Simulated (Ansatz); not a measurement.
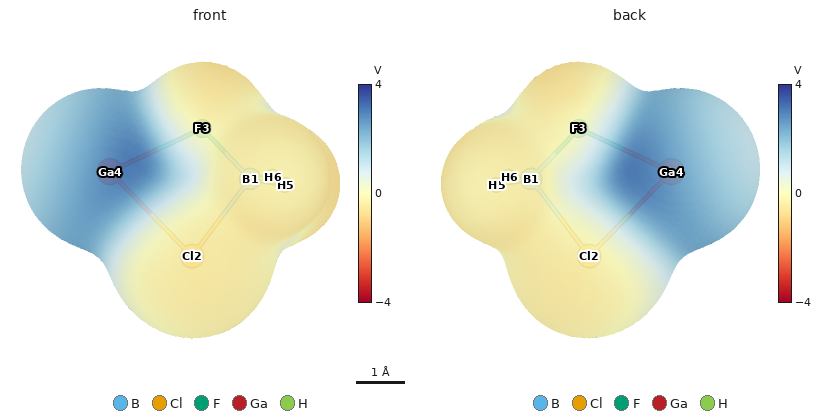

Figure. BClFGaH₂. The electrostatic potential painted on the density surface at 0.004 e/bohr³, seen from the front and from behind; the colour scale runs from red (negative) to blue (positive).

Geometry: PBE0-D3(BJ)/def2-SVP.

Theory: Ansatz, isolated molecule in a Gaussian basis; Kohn-Sham density functional theory, functional PBE0.

```json
{"atom": "B", "x (Å)": "0.9896", "y (Å)": "-0.5556", "z (Å)": "0.3621"}
{"atom": "Cl", "x (Å)": "-0.8684", "y (Å)": "-1.2984", "z (Å)": "0.6022"}
{"atom": "F", "x (Å)": "0.6490", "y (Å)": "0.7986", "z (Å)": "-0.0813"}
{"atom": "Ga", "x (Å)": "-1.4740", "y (Å)": "0.9878", "z (Å)": "-0.1473"}
{"atom": "H", "x (Å)": "1.4873", "y (Å)": "-1.2031", "z (Å)": "-0.5279"}
{"atom": "H", "x (Å)": "1.4843", "y (Å)": "-0.5517", "z (Å)": "1.4642"}
```

Q: Describe the electrostatic potential map.

A: The most negative region (about −0.7 V) lies over F3 and H5, the most positive (about +3.1 V) over Ga4.

Q: How polar is the molecule by this calculation?

A: Its dipole moment is 3.18 D.
